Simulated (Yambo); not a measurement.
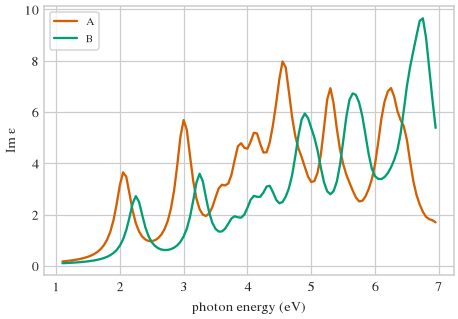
Figure: Two computed absorption spectra of CdS (zinc blende, space group F-43m, No. 216) under isotropic strain of -0.7 % on all lattice vectors (Yambo, PBEsol bands with the same scissor, field along x)

Task: Which curve includes the electron-hole attraction (BSE)?

Result: Curve A: the attraction moves weight to lower energy (centre of the plotted range 4.6 eV against 5.2 eV). Settings: 8×8×8 mesh, 3 valence and 1 conduction bands, static screening with 30 bands and a 4 Ry block, scissor 1.20 eV, Tamm-Dancoff. The scissor comes from a G0W0 run whose convergence isn't established. Broadening 0.15 eV. The band window holds all transitions up to 7.0 eV. On this mesh the peak heights and the fine structure are mesh artefacts; only the shift of weight is robust.

Spin-orbit coupling is not included.

Geometry strained from the cell relaxed with PBEsol, atoms relaxed again; primitive cell a = 4.0899 Å, b = 4.0899 Å, c = 4.0899 Å, α = 60.00°, β = 60.00°, γ = 60.00°.
